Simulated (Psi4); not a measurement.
# SCAN/6-311+G(d,p) run of CH2BN (SMILES BC#N)

We compute the charge distribution of CH2BN. 

Program for the calculation: Psi4 1.11.

6 further runs of the same task are left out: 6 set aside as unsound or not needed. Runs told in other sessions of the task aren't counted.

### 1 Starting point

CH2BN: 5 atoms, total charge 0, spin state singlet. SMILES: `BC#N`. The shape is that of a PBE0-D4/def2-TZVP optimisation.

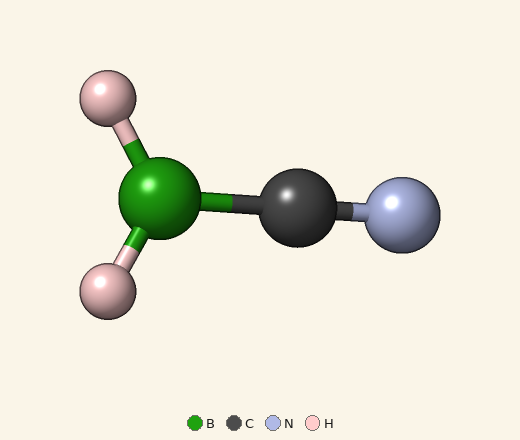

Viewed from a chosen angle; boron green, carbon dark grey, nitrogen light blue, hydrogen pink.

### 2 Energy and one-electron properties at SCAN/6-311+G(d,p)

Input file job.in:

```
memory 1.6 GB

molecule {
  B     -0.219200     0.441300    -0.341900
  C      0.352700    -0.696700     0.490700
  N      0.786500    -1.559600     1.122200
  H     -0.744300     0.187400    -1.377600
  H     -0.125900     1.554000     0.065300
  symmetry c1
}

set basis 6-311+G**
set puream true
set scf_type pk
set dft_radial_points 99
set dft_spherical_points 590

E, wfn = energy('scan', return_wfn=True)
oeprop(wfn, 'DIPOLE', 'QUADRUPOLE', 'MULLIKEN_CHARGES', 'LOWDIN_CHARGES')
```

Launch:

```
$ psi4 -i job.in -o job.out -n 1
```

job.out:

```text
[...]
  Running in c1 symmetry.
[...]
  Nuclear repulsion =   46.207232349375985
[...]
  Multiplicity = 1
[...]
  Nalpha       = 10
  Nbeta        = 10
[...]
    Number of basis functions: 78
[...]
   @RKS iter   1:  -118.66989444844121   -6.49786e-01   7.18689e-03 DIIS/ADIIS
[...]
   @RKS iter   8:  -118.83766574461393   -1.16736e-07   8.64111e-07 DIIS
[...]
    Orbital Energies [Eh]
    ---------------------
    Doubly Occupied:
       1A    -14.182963     2A    -10.072121     3A     -6.693085
       4A     -0.899484     5A     -0.589819     6A     -0.425955
       7A     -0.389143     8A     -0.354176     9A     -0.348727
      10A     -0.320432
[...]
  @RKS Final Energy:  -118.83766574461393
   => Energetics <=
    Nuclear Repulsion Energy =             46.2072323493759853
    One-Electron Energy =                -250.4172285660746695
    Two-Electron Energy =                 102.3646496754731459
    DFT Exchange-Correlation Energy =     -16.9923192033883765
    Empirical Dispersion Energy =           0.0000000000000000
    VV10 Nonlocal Energy =                  0.0000000000000000
    Total Energy =                       -118.8376657446139291
[...]
 Multipole Moments:
 ------------------------------------------------------------------------------------
     Multipole            Electronic (a.u.)      Nuclear  (a.u.)        Total (a.u.)
 ------------------------------------------------------------------------------------
 L = 1.  Multiply by 2.5417464519 to convert [e a0] to [Debye]
 Dipole X            :          0.4840343           -0.8903588           -0.4063245
 Dipole Y            :         -0.9627121            1.7712034            0.8084914
 Dipole Z            :          0.7045370           -1.2960883           -0.5915513
 Magnitude           :                                                    1.0810601
 L = 2.  Multiply by 1.3450342976 to convert [e a0^2] to [Debye ang]
 Quadrupole XX       :        -28.3915375           15.3498702          -13.0416672
 Quadrupole XY       :         28.2185720          -27.6715030            0.5470690
[...]
  Mulliken Charges: (a.u.)
   Center  Symbol    Alpha    Beta     Spin     Total
       1     B     2.46548  2.46548  0.00000  0.06903
       2     C     2.94164  2.94164  0.00000  0.11671
       3     N     3.62434  3.62434  0.00000 -0.24867
       4     H     0.48427  0.48427  0.00000  0.03146
       5     H     0.48427  0.48427  0.00000  0.03147
   Total alpha = 10.00000, Total beta = 10.00000, Total charge = -0.00000
  Lowdin Charges: (a.u.)
   Center  Symbol    Alpha    Beta     Spin     Total
       1     B     2.46307  2.46307  0.00000  0.07386
[...]
```

It took 19 s on 1 thread of Intel Xeon Platinum 8259CL at 2.50GHz (Skylake/Cascade Lake), shared host; peak memory 0.99 GiB.

Atomic charges (e):

| atom | Löwdin | Mulliken |
| --- | --- | --- |
| B1 | +0.074 | +0.069 |
| C2 | -0.085 | +0.117 |
| N3 | -0.035 | -0.249 |
| H4 | +0.023 | +0.031 |
| H5 | +0.023 | +0.031 |

### 3 Summary of results

At SCAN/6-311+G**:

| quantity | value |
| --- | --- |
| total energy | -118.83767 Eh |
| dipole moment | 2.75 D |
| HOMO energy | -8.72 eV |
| LUMO energy | -4.12 eV |
| HOMO–LUMO gap | 4.60 eV |

What this shows: Mulliken charges run from -0.25 on N3 to +0.12 on C2; in a basis this large or diffuse they mean little.
